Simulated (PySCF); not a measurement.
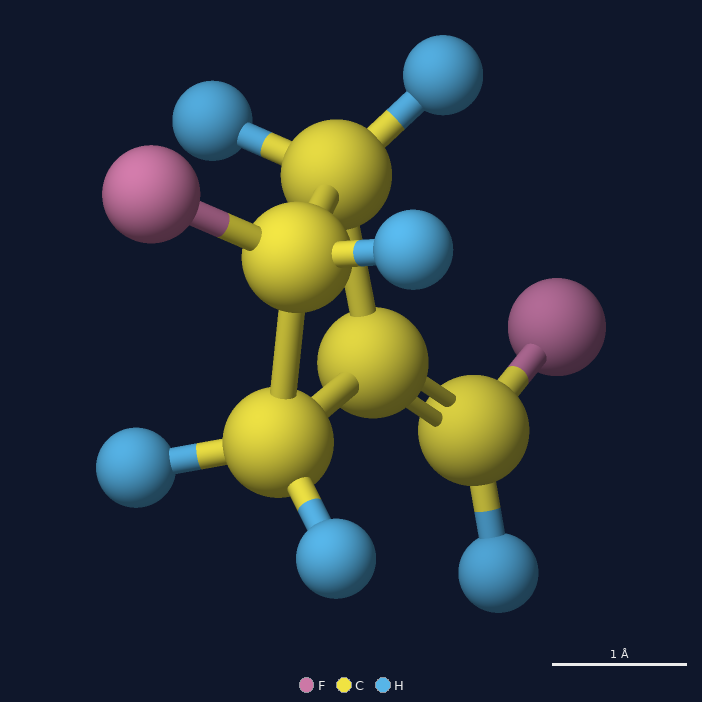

The picture shows a molecular structure as a ball-and-stick model. Double and triple bonds are drawn as two and three sticks.

The geometry was computed by an optimisation with PBE0-D3(BJ)/def2-SVP. No frequency run is at hand to confirm it as a minimum.

Give the formula.

C₅H₆F₂, 13 atoms: 5 carbon, 6 hydrogen and 2 fluorine.

Write the SMILES.

FC=C1CC(F)C1

Count the bonded pairs by element.

6 C–H, 5 C–C, 2 C–F.

What is the point group of this geometry?

C1.

Name some functional groups or characteristic bonds that it holds.

Among them: alkene, C–F bond.

More results for the same structure follow; atom numbers are the same in all pictures, views and colours differ.

**Geometry**

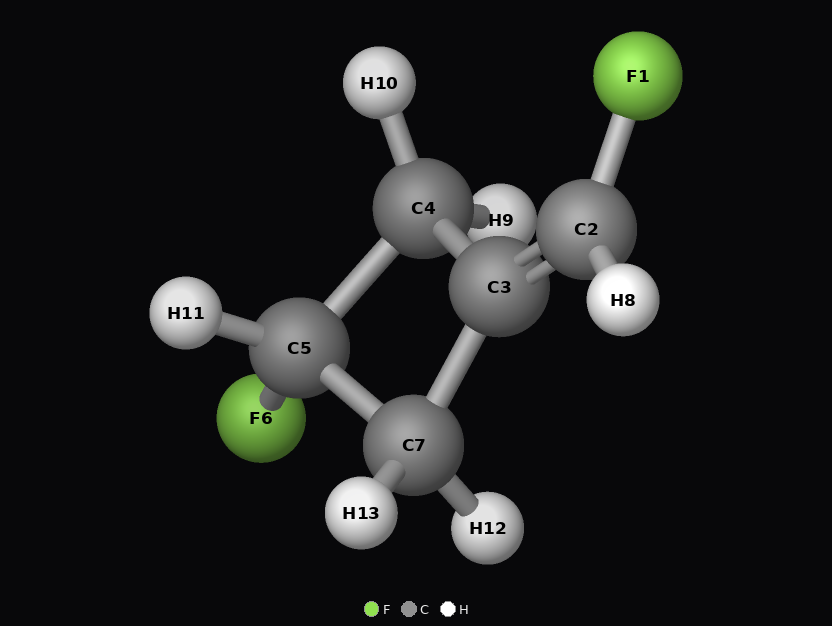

The atoms are numbered. No frequency run is at hand to confirm it as a minimum.

List the bonds and their lengths.

| bond | length (Å) | order |
| --- | --- | --- |
| F1–C2 | 1.334 | single |
| C2–C3 | 1.325 | double |
| C2–H8 | 1.094 | single |
| C3–C4 | 1.507 | single |
| C3–C7 | 1.508 | single |
| C4–C5 | 1.538 | single |
| C4–H9 | 1.103 | single |
| C4–H10 | 1.099 | single |
| C5–F6 | 1.363 | single |
| C5–C7 | 1.539 | single |
| C5–H11 | 1.102 | single |
| C7–H12 | 1.103 | single |
| C7–H13 | 1.100 | single |

**Ring current**

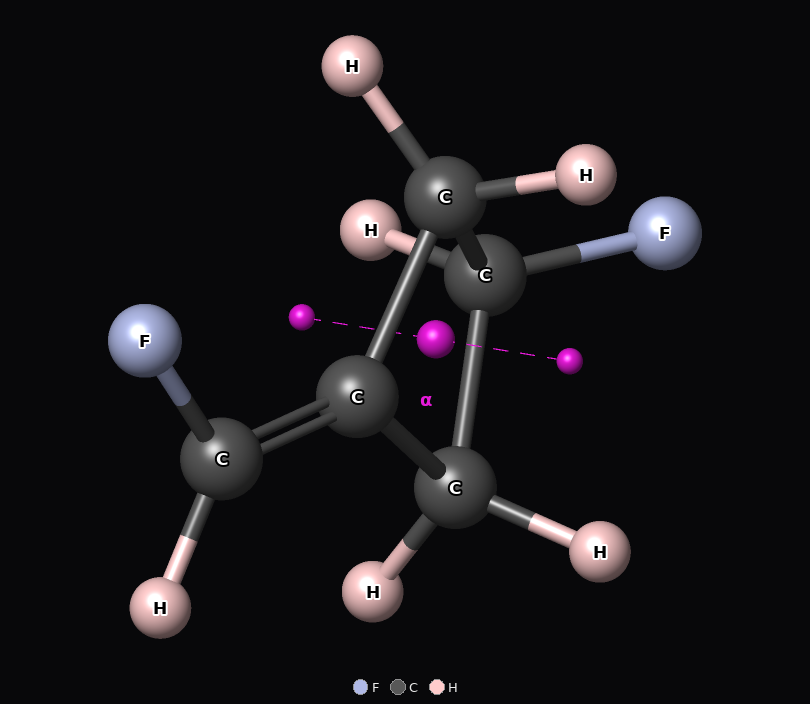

The small points mark where nucleus-independent chemical shifts (NICS) were computed: at the centre of each lettered ring and 1 Å above and below it. No frequency run is at hand to confirm it as a minimum. Properties computed with GIAO PBE0/6-31G* NMR shielding, non-relativistic, gas phase (PySCF 2.14.0).

Give NICS(0), NICS(1) and the out-of-plane component NICS(1)zz for each ring (means of the two sides).

| ring | members | NICS(0) | NICS(1) | NICS(1)zz |
| --- | --- | --- | --- | --- |
| α | C4 | −3.1 | −2.7 | 0.4 |

Values in ppm.

**NMR shielding**

The questions are on isotropic NMR shieldings of the H atoms. No frequency run is at hand to confirm it as a minimum. Method: GIAO PBE0/cc-pVDZ NMR shielding, non-relativistic, gas phase (PySCF 2.14.0).

List the isotropic NMR shieldings of the H atoms.

```
atom  σ (ppm)
  H8    24.83
  H9    28.70
 H10    28.33
 H11    26.73
 H12    28.63
 H13    28.59
```

**Levels of theory compared**

No frequency run is at hand to confirm it as a minimum. Program: PySCF 2.14.0.

At this fixed geometry, give HOMO energy (eV), HOMO–LUMO gap (eV) at these levels: PBE0/6-311+G(2d,p); PBE0/6-31G*; PBE0/IGLO-III; PBE0/aug-cc-pVDZ; PBE0/cc-pVDZ; PBE0/cc-pVTZ; PBE0/def2-SVP; PBE0/def2-TZVP; PBE0/pcSseg-0.

```csv
level,HOMO energy (eV),HOMO–LUMO gap (eV)
"PBE0/6-311+G(2d,p)",−7.18,7.06
PBE0/6-31G*,−6.80,7.35
PBE0/IGLO-III,−7.16,7.13
PBE0/aug-cc-pVDZ,−7.15,6.97
PBE0/cc-pVDZ,−6.95,7.27
PBE0/cc-pVTZ,−7.09,7.21
PBE0/def2-SVP,−7.05,7.29
PBE0/def2-TZVP,−7.13,7.19
PBE0/pcSseg-0,−7.26,7.40
```
